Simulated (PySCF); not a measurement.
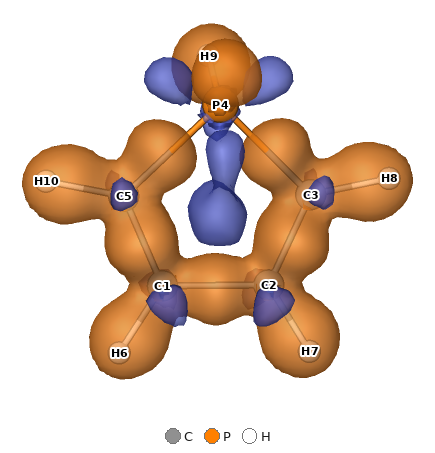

*C4H5P, SMILES `c1cc[pH]c1`. Deformation density (molecule less spherical, spin-averaged free atoms at the same positions), surfaces at ±0.09 e/Å³; orange: gain, blue: loss.*

Method: ωB97X/6-31+G*; geometry: GFN2-xTB; program: PySCF. No frequency check shows the geometry to be a minimum. GFN2-xTB bond lengths at metals and heavier atoms can be off by up to 0.1 Å and shapes distorted, which carries into these values.

Input

```python
import numpy as np
from pyscf import gto, scf, dft
from pyscf.scf import atom_ks, atom_hf
from scipy.linalg import block_diag

def solve(mol, dm0=None, hcore=None):
    mf = (dft.UKS if mol.spin else dft.RKS)(mol, xc='wb97x')
    mf.grids.level = 3
    mf = mf.density_fit(auxbasis='def2-universal-jkfit')
    mf.conv_tol, mf.max_cycle = 1e-8, 80
    if hcore is not None:
        mf.get_hcore = lambda *args: hcore
    mf.kernel(dm0)
    if not mf.converged:
        mf = mf.newton().run(mf.mo_coeff, mf.mo_occ, max_cycle=30)
    assert mf.converged, 'SCF not converged'
    return mf

mol = gto.M(atom='''
C     -1.28024    -0.71917    -0.00139
C     -1.28032     0.71907    -0.00139
C     -0.05010     1.26476     0.02985
P      1.22853     0.00003    -0.10856
C     -0.04998    -1.26473     0.02986
H     -2.19791    -1.28627    -0.00187
H     -2.19804     1.28607    -0.00187
H      0.16523     2.31961     0.02699
H      1.60120     0.00012     1.23648
H      0.16546    -2.31956     0.02700
''', basis='6-31+g*', charge=0, spin=0, verbose=4)
mf = solve(mol)
mf.analyze()
# spherically averaged free atoms, for the promolecule
atm = atom_ks.get_atm_nrks(mol, xc='wb97x')
pro = block_diag(*[(atm[a[0]][2] * atm[a[0]][3]) @ atm[a[0]][2].T for a in mol._atom])
np.savez('result.npz', e=mf.e_tot, c=mf.mo_coeff, occ=mf.mo_occ, eps=mf.mo_energy, pro=pro, dip=mf.dip_moment(verbose=0), s2=mf.spin_square()[0])
```

Launched as:

```sh
OMP_NUM_THREADS=1 python input.py
```

The run took 20 s on 1 thread of Arm Neoverse N1, on a shared host, peak memory 0.45 GiB.

Partitions, critical points and surface values were worked out afterwards from this run's density.

How much density has each bond gained at its critical point, relative to the free atoms?

Answer. C2–H7 and C1–H6: +0.70 e/Å³ at the bond critical point (bond length 1.08 Å). C3–H8 and C5–H10: +0.69 e/Å³ at the bond critical point (bond length 1.08 Å). C2–C3 and C1–C5: +0.69 e/Å³ at the bond critical point (bond length 1.35 Å). C1–C2: +0.59 e/Å³ at the bond critical point (bond length 1.44 Å). P4–H9: +0.21 e/Å³ at the bond critical point (bond length 1.40 Å). P4–C5 and C3–P4: +0.18 e/Å³ at the bond critical point (bond length 1.80 Å). In all, 2.4 electrons gather in the regions of gain relative to the promolecule.
